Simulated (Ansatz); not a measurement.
CH₆BFO: several calculations on one system

Part 1: Relaxation

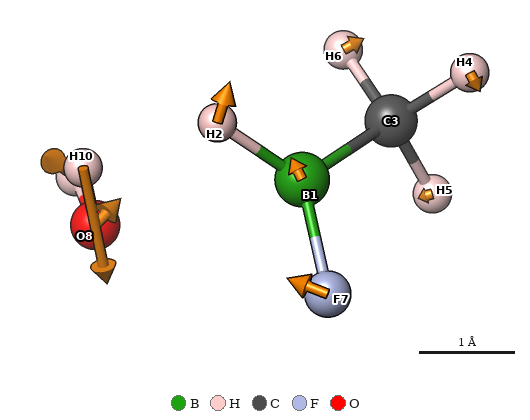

This is a relaxation of CH₆BFO. The starting structure is drawn; orange arrows show the displacements, at their true length. The two geometries are superimposed by the best rigid fit.

The picture is a ball-and-stick view, seen from a free direction.

The run prepares an end point of a later path (reaction) calculation, from a guessed geometry.

Level of theory: Ansatz, RHF/cc-pVDZ.

The input:
```yaml
crystal:
  periodic: [false, false, false]
  atoms:
    - { symbol: B, position_ang: [0.032227, -0.266458, -0.077784] }
    - { symbol: H, position_ang: [-0.072132, -0.488118, 1.093268] }
    - { symbol: C, position_ang: [1.405873, -0.158102, -0.822755] }
    - { symbol: H, position_ang: [1.703647, -1.168841, -1.129895] }
    - { symbol: H, position_ang: [1.331696, 0.45002, -1.726626] }
    - { symbol: H, position_ang: [2.202638, 0.232765, -0.187384] }
    - { symbol: F, position_ang: [-1.104971, -0.260592, -0.774089] }
    - { symbol: O, position_ang: [-0.101706, 2.029671, 1.154397] }
    - { symbol: H, position_ang: [0.688278, 2.496479, 1.389227] }
    - { symbol: H, position_ang: [-0.13095, 1.263676, 1.748841] }
basis:
  gaussian: { orbitals: cc-pVDZ }
hamiltonian:
  xc: hf
relax:
  f_tol: 0.03
  max_steps: 50
```

Launched with:
```bash
ansatz run input.yaml --threads 1 --pin off --max-ram 2048MiB --backend cpu --events-out ev --progress --plain --runs-dir out
```

Question: Which element moves most?

Answer: Hydrogen: up to 1.45 Å, against 0.48 Å for fluorine.

Question: What happened in the run?

Answer: The largest move after the best rigid fit is that of H10, 1.45 Å. Largest moves by element: H 1.45 Å, F 0.48 Å, O 0.43 Å, B 0.27 Å, C 0.03 Å. Some distances before and after: O8–H10 0.970 → 0.948 Å, B1–F7 1.333 → 1.350 Å, B1–H2 1.196 → 1.202 Å. Over 25 accepted moves (30 points after the start) the energy falls by 5.27 kcal/mol. The largest force component goes from 1.3 to 0.015 eV/Å. The line search rejected the trial steps at points 3, 15, 19, 23, 25 of the run. The forces were under the threshold at step 26, but the run went on from there.

Limits of the set-up: Hartree-Fock leaves out electron correlation.

Part 2: Relaxation

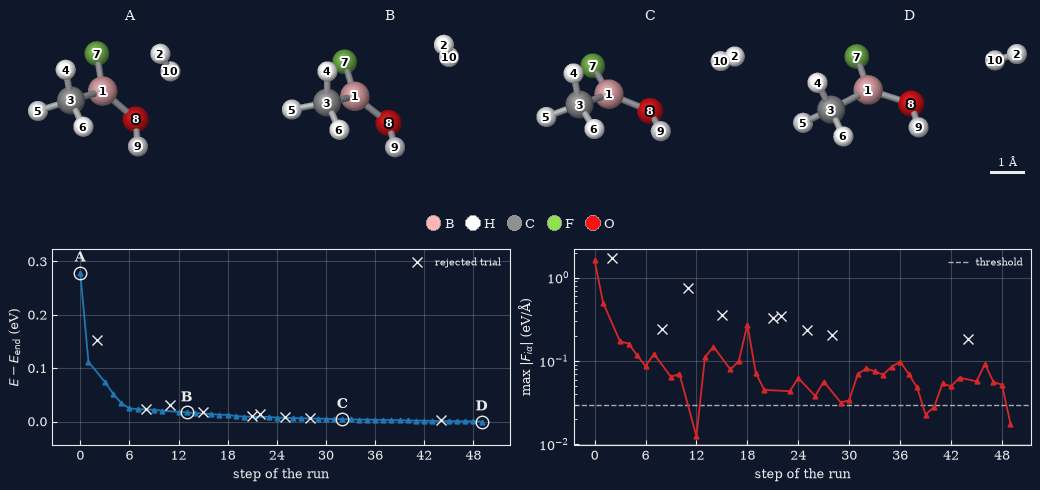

Frames of a relaxation of CH6BFO, marked on the history of the run. A ball-and-stick model, seen at a tilt.

The run prepares an end point of a later path (reaction) calculation, from a guessed geometry.

These are results of RHF/cc-pVDZ in Ansatz 0.2.0, not measurements.

Input file:
```yaml
crystal:
  periodic: [false, false, false]
  atoms:
    - { symbol: B, position_ang: [0.01646, 0.63469, -0.242498] }
    - { symbol: H, position_ang: [0.048326, -0.554589, 1.842561] }
    - { symbol: C, position_ang: [1.393142, 0.080604, -0.758212] }
    - { symbol: H, position_ang: [1.42733, -1.007646, -0.673139] }
    - { symbol: H, position_ang: [1.495234, 0.317443, -1.823247] }
    - { symbol: H, position_ang: [2.259531, 0.498504, -0.241273] }
    - { symbol: F, position_ang: [-1.106495, -0.004436, -0.570531] }
    - { symbol: O, position_ang: [-0.163325, 1.785618, 0.490206] }
    - { symbol: H, position_ang: [0.642754, 2.245375, 0.666409] }
    - { symbol: H, position_ang: [-0.058358, 0.134938, 1.976924] }
basis:
  gaussian: { orbitals: cc-pVDZ }
hamiltonian:
  xc: hf
relax:
  f_tol: 0.03
  max_steps: 50
```

Run as
```bash
ansatz run input.yaml --threads 1 --pin off --max-ram 2048MiB --backend cpu --events-out ev --progress --plain --runs-dir out
```

**Describe the path.**

Over 40 accepted moves (49 points after the start) the energy falls by 0.279 eV. The largest force component goes from 1.6 to 0.018 eV/Å. The line search rejected the trial steps at points 2, 8, 11, 15, 21, 22, 25, 28 and more of the run. The forces were under the threshold at step 12, but the run went on from there. The largest move after the best rigid fit is that of H2, 2.31 Å. By element the largest moves are H 2.31 Å, O 0.72 Å, C 0.66 Å, F 0.60 Å, B 0.46 Å. Near-neighbour distances that change, for instance: H2–H10 0.711 → 0.749 Å, B1–O8 1.376 → 1.347 Å. From step 0 to 13: H2 moves most (0.90 Å), energy −0.262 eV. From step 13 to 32: H2 moves most (0.90 Å), energy −0.013 eV. From step 32 to 49: H2 moves most (0.85 Å), energy −0.004 eV.

```tsv
step	E − E(0), eV	largest force component, eV/Å	note
0	0.0000	1.6289	
1	-0.1672	0.5011	
2	-0.1265	1.7350	rejected
3	-0.2048	0.1719	
4	-0.2268	0.1621	
5	-0.2447	0.1177	
6	-0.2545	0.0870	
7	-0.2562	0.1215	
8	-0.2560	0.2416	rejected
9	-0.2571	0.0646	
10	-0.2589	0.0704	
12	-0.2611	0.0125	
14	-0.2633	0.1492	
16	-0.2652	0.0793	
18	-0.2667	0.2738	
20	-0.2701	0.0451	
22	-0.2650	0.3479	rejected
24	-0.2719	0.0626	
26	-0.2727	0.0381	
28	-0.2729	0.2036	rejected
31	-0.2746	0.0692	
33	-0.2752	0.0754	
35	-0.2758	0.0856	
37	-0.2764	0.0703	
39	-0.2769	0.0228	
41	-0.2775	0.0540	
43	-0.2781	0.0633	
45	-0.2784	0.0571	
47	-0.2788	0.0559	
49	-0.2792	0.0178
```

Limits of the set-up: the start holds two separate molecules, 2.2 Å apart at their closest, whose relative position is a soft coordinate and is computed without a dispersion correction; Hartree-Fock leaves out electron correlation.

Part 3: Path

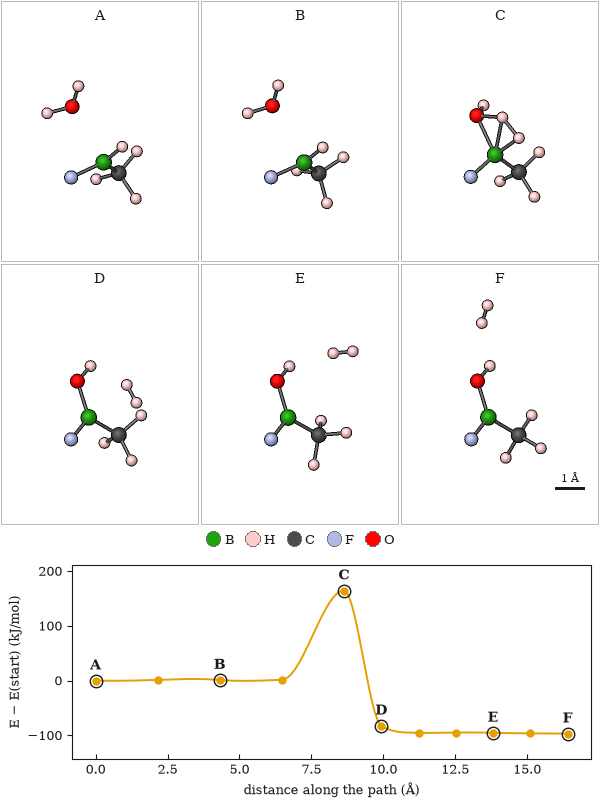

A nudged-elastic-band calculation for CH6BFO, made up at the start of CH$_{4}$BF and H2O. Images are numbered from 0 (start) to 10 (end). Frames A to F are images 0, 2, 4, 5, 8, 10. Style: ball-and-stick. Shown from a free direction.

The calculation used RHF/cc-pVDZ in Ansatz 0.2.0. Settings: 9 movable images; climbing image; force threshold 0.05 eV/Å; iteration limit 60; starting path through a guess of the saddle point.

Q: Read off the barrier and say what moves.

A: The highest point, image 4, lies 164.4 kJ/mol above the start and 261.3 kJ/mol above the end; the end is at −96.9 kJ/mol relative to the start. Breaking: B–H (1.20 → 4.61 Å), H–O (0.95 → 2.84 Å). Forming: B–O (2.35 → 1.35 Å), H–H (3.16 → 0.75 Å). The band converged in 43 iterations. The largest component of the band force went from 77 to 0.033 eV/Å. The climbing image converged on the top of the path. Its vibrational analysis gives one imaginary mode (1895i cm⁻¹), as a transition state must have.

Limits of the set-up: the start holds two separate molecules, 2.3 Å apart at their closest, whose relative position is a soft coordinate and is computed without a dispersion correction; Hartree-Fock leaves out electron correlation.

The run took 8.7 min on 1 thread of Arm Neoverse V1, with other jobs on the host, peak memory 0.15 GiB.
